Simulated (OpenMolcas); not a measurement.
# I³⁺: CASSCF and CASPT2 terms and fine-structure levels, part 2 of 2

Which level of I³⁺ lies lowest, and where do the others fall? The reference wave functions come first, then spin-orbit coupling, then second-order correlation under several settings.

OpenMolcas 26.06; ANO-RCC-VDZ, DKH2, active space 2 electrons in 3 orbitals (5p), orbitals: per spin and parity. The steps go on from the part before.

### 7 The reference again, with an unsound setting

The same chain was run once more. Its first step that differs:

a.inp reads:

```
&RASSCF
FileOrb=start.orb
Symmetry=1
Spin=3
nActEl=2 0 0
Inactive=15 9
Ras2=0 3
CIRoot=3 3 1
SDav=3
CIMx=300
Iter=90 100
PrWF=0.3
OrbListing=Nothing
MaxOrb=0
Atom
Thrs=1.0e-5 5.0e-1 5.0e-1
>>> COPY $Project.JobIph JOB001
```

What it wrote:

```text
Wave function specifications:
      -----------------------------

      Number of closed shell electrons          48
      Number of electrons in active shells       2
      Max number of holes in RAS1 space          0
      Max nr of electrons in RAS3 space          0
      Number of inactive orbitals               24
      Number of active orbitals                  3
      Number of secondary orbitals               4
      Spin quantum number                      1.0
      State symmetry                             1
Orbital specifications:
      -----------------------

      Symmetry species                           1   2
                                                ag  au
      Frozen orbitals                            0   0
      Inactive orbitals                         15   9
      Active orbitals                            0   3
      RAS1 orbitals                              0   0
      RAS2 orbitals                              0   3
      RAS3 orbitals                              0   0
      Secondary orbitals                         1   3
      Deleted orbitals                           0   0
      Number of basis functions                 16  15
      Number of CSFs                             3
      Number of root(s) required                 3
      Iter CI   SX   CI       RASSCF       Energy    max ROT     max BLB   max BLB  Level Ln srch  Step   QN
          iter iter root      energy       change     param      element    value   shift minimum  type update
 Nr of preliminary CI iterations:   1
      Total energies have been shifted. Add                -7000.00 au
        1   1    5    0  -108.62243860    0.00E+00   2.12E-01   15  16 1  3.44E-01   0.00   0.00    SX    NO
        2   1    4    0  -108.74874783   -1.26E-01*  8.63E-03   15  16 1  2.86E-02   0.00   0.00    SX    NO
        3   1    3    0  -108.74936330   -6.15E-04* -1.46E-03   15  16 1  4.85E-03   0.00   0.00    SX    NO
        4   1    3    0  -108.74937466   -1.14E-05*  2.78E-04   15  16 1  9.22E-04   0.00   0.00    SX    NO
        5   1    3    0  -108.74937499   -3.30E-07  -5.70E-05   15  16 1  1.56E-04   0.00   1.21    QN   YES
      Convergence after  5 iterations
        6   1    3    0  -108.74937500   -1.02E-08  -5.70E-05    9  12 2  8.03E-07   0.00   1.21    QN   YES
      Natural orbitals and occupation numbers for root  1
      sym 2:   1.000000   0.000000   1.000000
      Natural orbitals and occupation numbers for root  2
      sym 2:   1.000000   1.000000   0.000000
      Natural orbitals and occupation numbers for root  3
      sym 2:   0.000000   1.000000   1.000000
::    RASSCF root number  1 Total energy:  -7108.74937500
::    RASSCF root number  2 Total energy:  -7108.74937500
::    RASSCF root number  3 Total energy:  -7108.74937500
```

What is off: The convergence thresholds are far too loose, so the orbitals stop early.

The chain ran to its end. Its levels beside the sound ones, in cm-1:

```csv
level,this chain,sound chain
5s2 5p2 3P0,0.0,0.0
5s2 5p2 3P1,6179,6179
5s2 5p2 3P2,10997,10997
5s2 5p2 1D2,24077,24077
5s2 5p2 1S0,42061,42061
```

The levels move by 0.0059 cm⁻¹ on average and by 0.01 cm⁻¹ at most. The steps below build on the sound chain.

### 8 CASPT2: IPEA 0.25, imaginary shift 0.1 (closed shells correlated: 4d 5s)

a.inp reads:

```
>>> COPY JOB001 $Project.JobIph
&CASPT2
Multistate=3 1 2 3
Frozen=9 9
IPEA=0.25
Imaginary=0.1
MaxIter=60
WThr=0.0 0.3 0.05
PrWF=0.5
NoMix
>>> COPY JOB002 $Project.JobIph
&CASPT2
Multistate=6 1 2 3 4 5 6
Frozen=9 9
IPEA=0.25
Imaginary=0.1
MaxIter=60
WThr=0.0 0.3 0.05
PrWF=0.5
NoMix
```

What it wrote:

```text
Orbital specifications:
      -----------------------

      Symmetry species                           1   2
                                                ag  au
      Frozen orbitals                            9   9
      Inactive orbitals                          6   0
      Active orbitals                            0   3
      Secondary orbitals                         1   3
      Deleted orbitals                           0   0
      Number of basis functions                 16  15
Type of calculation                        MS-CASPT2
      Fock operator                              state-specific
      IPEA shift                                 0.25
      Real shift                                 0.00
      Imaginary shift                            0.10
      The input orbitals will be transformed to quasi-canonical
Reference energy:       -7108.7493749986
      E2 (Non-variational):      -0.0122502526
      Shift correction:          -0.0000283761
      E2 (Variational):          -0.0122786287
      Total energy:           -7108.7616536273
      Residual norm:              0.0000000871
      Reference weight:           0.99450
      Contributions to the CASPT2 correlation energy
      Active & Virtual Only:         -0.0001817047
      One Inactive Excited:          -0.0013784714
      Two Inactive Excited:          -0.0106900765
Reference energy:       -7108.7493749986
      E2 (Non-variational):      -0.0122502526
      Shift correction:          -0.0000283761
      E2 (Variational):          -0.0122786287
      Total energy:           -7108.7616536273
      Residual norm:              0.0000000871
      Reference weight:           0.99450
      Contributions to the CASPT2 correlation energy
      Active & Virtual Only:         -0.0001817047
      One Inactive Excited:          -0.0013784714
      Two Inactive Excited:          -0.0106900765
::    CASPT2 Root  1     Total energy:  -7108.76165363
::    CASPT2 Root  2     Total energy:  -7108.76165363
::    CASPT2 Root  3     Total energy:  -7108.76165363
::    MS-CASPT2 Root  1     Total energy:  -7108.76165363
::    MS-CASPT2 Root  2     Total energy:  -7108.76165363
::    MS-CASPT2 Root  3     Total energy:  -7108.76165363
Orbital specifications:
      -----------------------

      Symmetry species                           1   2
                                                ag  au
      Frozen orbitals                            9   9
      Inactive orbitals                          6   0
      Active orbitals                            0   3
      Secondary orbitals                         1   3
      Deleted orbitals                           0   0
      Number of basis functions                 16  15
Type of calculation                        MS-CASPT2
      Fock operator                              state-specific
      IPEA shift                                 0.25
      Real shift                                 0.00
      Imaginary shift                            0.10
      The input orbitals will be transformed to quasi-canonical
Reference energy:       -7108.6950670703
      E2 (Non-variational):      -0.0131341217
      Shift correction:          -0.0000294995
      E2 (Variational):          -0.0131636212
      Total energy:           -7108.7082306914
      Residual norm:              0.0000000393
      Reference weight:           0.99421
      Contributions to the CASPT2 correlation energy
      Active & Virtual Only:         -0.0004482844
      One Inactive Excited:          -0.0015361673
      Two Inactive Excited:          -0.0111496700
Reference energy:       -7108.6950670703
      E2 (Non-variational):      -0.0129162297
      Shift correction:          -0.0000282145
      E2 (Variational):          -0.0129444442
      Total energy:           -7108.7080115145
      Residual norm:              0.0000000311
      Reference weight:           0.99442
      Contributions to the CASPT2 correlation energy
      Active & Virtual Only:         -0.0004482978
      One Inactive Excited:          -0.0015383067
      Two Inactive Excited:          -0.0109296252
::    CASPT2 Root  1     Total energy:  -7108.70823069
::    CASPT2 Root  2     Total energy:  -7108.70801151
::    CASPT2 Root  3     Total energy:  -7108.70843335
::    CASPT2 Root  4     Total energy:  -7108.70800964
::    CASPT2 Root  5     Total energy:  -7108.70835647
::    CASPT2 Root  6     Total energy:  -7108.64840572
::    MS-CASPT2 Root  1     Total energy:  -7108.70860135
::    MS-CASPT2 Root  2     Total energy:  -7108.70847565
::    MS-CASPT2 Root  3     Total energy:  -7108.70814697
::    MS-CASPT2 Root  4     Total energy:  -7108.70801185
::    MS-CASPT2 Root  5     Total energy:  -7108.70788350
::    MS-CASPT2 Root  6     Total energy:  -7108.64832807
```

This run took 1.1 s in all on 1 thread, shared host.

SS-CASPT2: lowest energy less the reference's lowest, -0.0123 hartree; reference weights 0.981 to 0.995. These are the single-state energies of the run (the lines without MS-).

Levels with spin-orbit coupling, from the RASSI matrix with the averaged CASPT2 term energies on its diagonal:

```csv
Configuration,Term,J,E (cm-1),g,Leading %
5s2 5p2,3P,0,0.0,,92
5s2 5p2,3P,1,6510,1.501,100
5s2 5p2,3P,2,11300,1.408,81
5s2 5p2,1D,2,24260,1.093,81
5s2 5p2,1S,0,37880,,92
```

### 9 A CASPT2 run with a fault

a.inp reads:

```
>>> COPY JOB001 $Project.JobIph
&CASPT2
Multistate=3 1 2 3
Frozen=9 9
IPEA=0.25
Imaginary=0.1
MaxIter=60
WThr=0.0 0.3 0.05
PrWF=0.5
NoMix
Shift=0.2
Sig2=0.3
```

What it wrote:

```text
|
   -----------------------------------------------------------------------------------------
++ ---------   Input file   ---------
>>> COPY JOB001 $Project.JobIph
&CASPT2
Multistate=3 1 2 3
Frozen=9 9
IPEA=0.25
Imaginary=0.1
MaxIter=60
WThr=0.0 0.3 0.05
PrWF=0.5
NoMix
Shift=0.2
Sig2=0.3
-- ----------------------------------
>>> COPY JOB001 a.JobIph
*** symbolic link created: INPORB -> a.RasOrb
--- Start Module: caspt2 at  ---
                                              &CASPT2
                                   only a single process is used
                       available to each process: 2.3 GB of memory, 1 thread
 ###    ERROR: More than one intruder-state removal technique                ###
 ###    active: SHIFt/IMAGinary/SIG1/SIG2 are mutually exclusive!            ###
--- Stop Module: caspt2 at  /rc=_RC_INPUT_ERROR_ ---
.####################.
.# User input error #.
.####################.
```

This run: 0.37 s of run time, 1 thread, shared host.

Diagnosis: More than one intruder-state remedy is switched on.

### 10 The methods side by side

A. CASSCF
B. SS-CASPT2, IPEA 0.25, imaginary shift 0.1 (closed shells correlated: 4d 5s)

Energies in cm-1 above each method's lowest level.

```csv
level,A,B
5s2 5p2 3P0,0.0,0.0
5s2 5p2 3P1,6179,6510
5s2 5p2 3P2,10997,11300
5s2 5p2 1D2,24077,24260
5s2 5p2 1S0,42061,37880
```

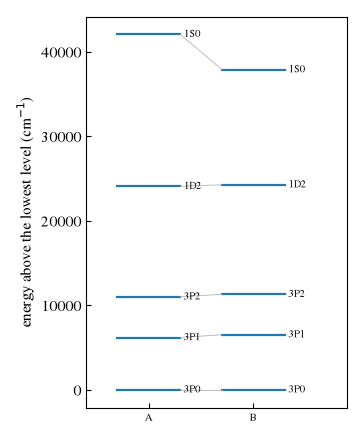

The same levels, method by method.

### 11 Results

This closing draws on all 2 parts.

| quantity | value |
| --- | --- |
| method | SS-CASPT2, IPEA 0.25, imaginary shift 0.1 (closed shells correlated: 4d 5s) |
| lowest level | 5s2 5p2 3P0, 92 % of that term |
| ground level listed by NIST | 3P0 |
| first excited level | 5s2 5p2 3P1 at 6510 cm-1 |
| lowest level of another term | 5s2 5p2 1D2 at 24260 cm-1 |
| spin-orbit lowering of the lowest level | 10111 cm-1 |
| strongest of the lines computed, by gA (one parity, so forbidden lines), at CASSCF energies | 5s2 5p2 1S0 → 5s2 5p2 3P1, 278.7 nm, A = 1.54e+02 s⁻¹ |

What each method costs and misses:

```csv
method,time of its own steps,time with the reference,mean absolute difference from method B (cm-1)
A. CASSCF,3.5 s,3.5 s,1000
"B. SS-CASPT2, IPEA 0.25, imaginary shift 0.1, +4d 5s",1.1 s,4.6 s,0
```

Times are of one thread on a shared host.

The multiplet 3P is regular; its intervals divided by the larger J differ by 93 % of their mean, where Landé's rule for pure LS coupling makes them equal. Second-order correlation (method B) scales the levels of the lowest configuration above 5000 cm⁻¹ by 0.90 to 1.05. Only the configurations of the active space and the roots asked for are present. CASPT2 does not keep the components of a term degenerate, and the means are used. The basis is small and contracted for the neutral atom, so it is rough for this charge. With the s shell closed, the highest p terms come out too high. Only valence configurations of the active space appear, up to the ionisation limit; * or ° marks odd parity.
